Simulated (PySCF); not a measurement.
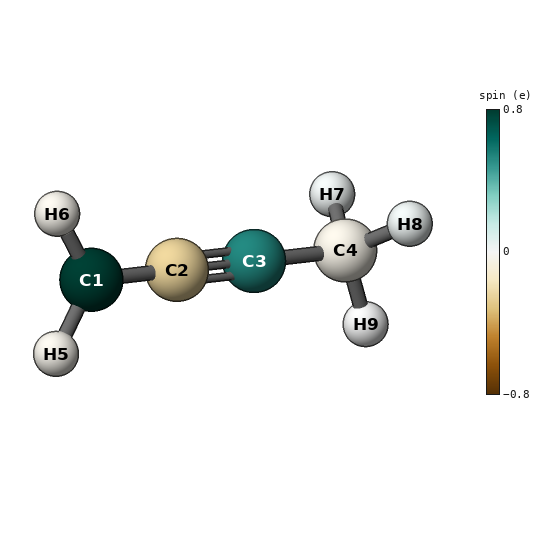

Atoms are coloured by their Mulliken spin populations. State: neutral, doublet. The geometry was computed by an optimisation with GFN2-xTB. No frequency run is at hand to confirm it as a minimum. Properties computed with UKS B3LYP, pcH-1 on C H, non-relativistic (PySCF 2.14.0).

Give the Mulliken spin populations atom by atom.

```tsv
atom	value (e)
C1	0.79
C2	−0.26
C3	0.53
C4	−0.05
H5	−0.04
H6	−0.04
H7	0.02
H8	0.03
H9	0.00
```

Mulliken values depend strongly on the basis set.
